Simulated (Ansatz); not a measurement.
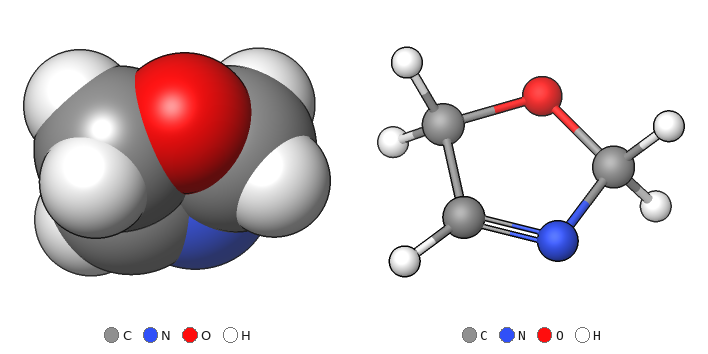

Both panels show the same species.

The geometry was computed by an optimisation with PBE0-D4/def2-TZVP.

Which formula does it have?

C3H5NO, 10 atoms: 3 carbon, 5 hydrogen, 1 nitrogen and 1 oxygen.

Count the bonded pairs by element.

5 C–H, 2 C–N, 2 C–O, 1 C–C.

How many atoms are distinct by symmetry?

8: 1 C, 1 N, 1 C, 1 O, 1 C, 1 H, 2 H, 2 H.

More results for the same structure follow; atom numbers are the same in all pictures, views and colours differ.

**Geometry**

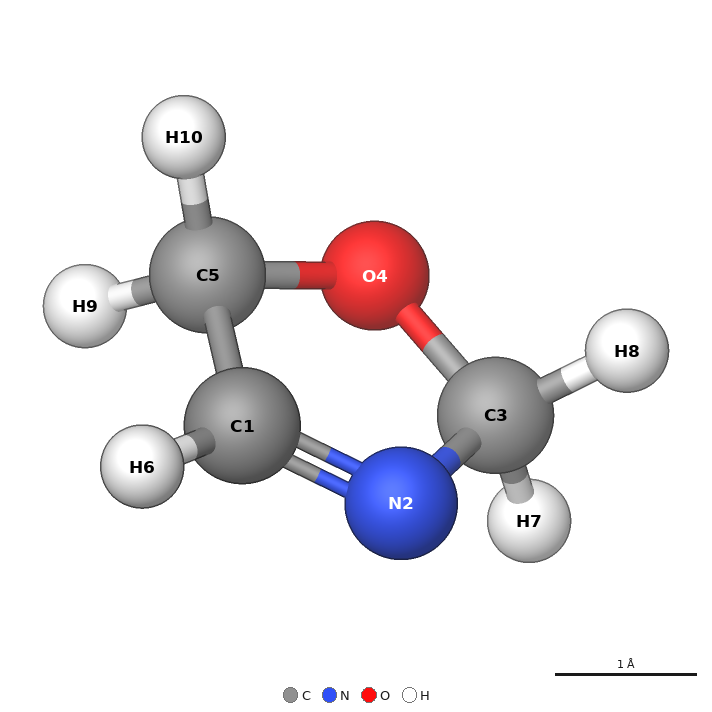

Atoms carry their numbers in the input.

List the bonds and their lengths.

```tsv
bond	length (Å)	order
C1–N2	1.263	double
C1–C5	1.496	single
C1–H6	1.087	single
N2–C3	1.439	single
C3–O4	1.423	single
C3–H7	1.097	single
C3–H8	1.097	single
O4–C5	1.407	single
C5–H9	1.099	single
C5–H10	1.099	single
```

**Electronic properties**

Properties computed with RKS PBE0-D4/def2-TZVP (Ansatz 0.2.0).

Computed properties:

- dipole moment: 1.51 D
- harmonic zero-point energy: 214.0 kJ/mol
- dispersion correction: −14.5 kJ/mol

**Charges**

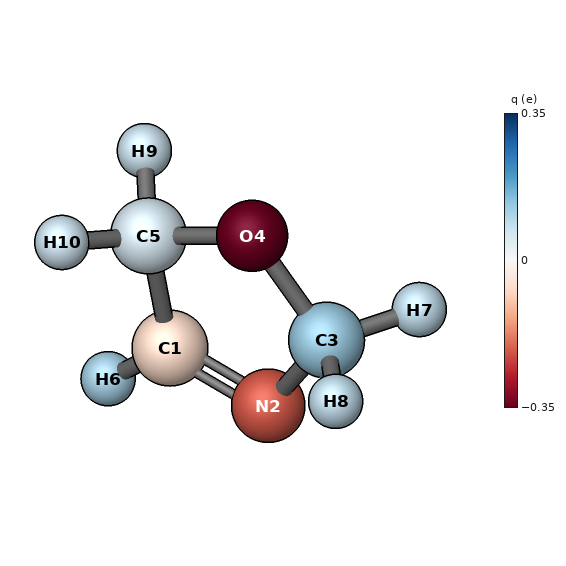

Atoms are coloured by their Mulliken charges. Level of theory: RKS B3LYP-D4/def2-TZVPP (Ansatz 0.2.0).

List the Mulliken charges.

```
atom  value (e)
  C1      −0.07
  N2      −0.22
  C3       0.13
  O4      −0.35
  C5       0.06
  H6       0.12
  H7       0.09
  H8       0.09
  H9       0.07
 H10       0.07
```

**Thermal motion**

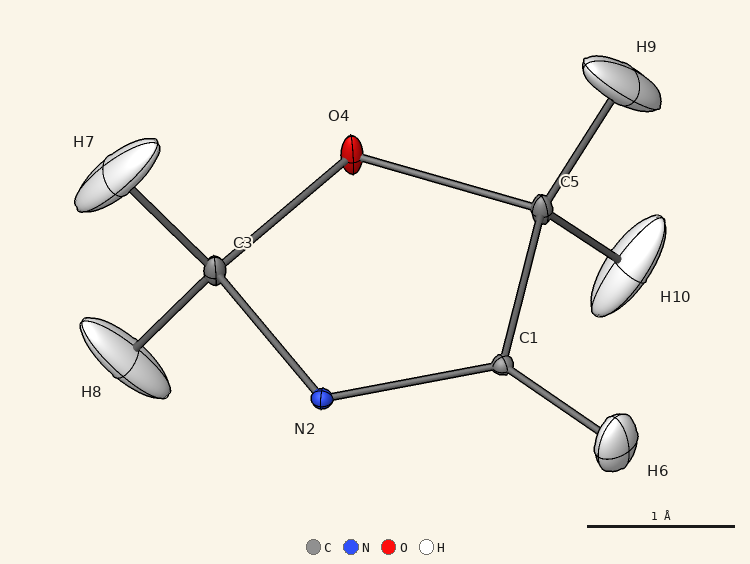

Displacement ellipsoids at the 50 % level, from the internal vibrations of the free molecule (harmonic, no overall translation or rotation; no half-axis is drawn under 0.075 Å). Vibrations computed with RKS PBE0-D4/def2-TZVP (Ansatz 0.2.0). Temperature: 298 K.

Which atom has the largest mean-square displacement?

H7, H8, with U_eq = 0.0329 Å².

Does H8 move more along its bond or across it?

Across it: the root-mean-square amplitude is 0.103 Å along the bond and up to 0.281 Å across, since bending and torsion are softer than stretching.

List U_eq and the three principal root-mean-square amplitudes for each kind of atom.

```tsv
atom	U_eq (Å²)	rms amplitudes (Å)
C1	0.0014	0.026, 0.033, 0.048
N2	0.0013	0.023, 0.033, 0.047
C3	0.0030	0.030, 0.033, 0.083
O4	0.0051	0.024, 0.032, 0.117
C5	0.0030	0.029, 0.034, 0.084
H6	0.0146	0.077, 0.115, 0.157
H7, H8	0.0329	0.081, 0.115, 0.281
H9, H10	0.0320	0.082, 0.119, 0.274
```

Mulliken values depend strongly on the basis set and can even reverse the polarity of a bond.
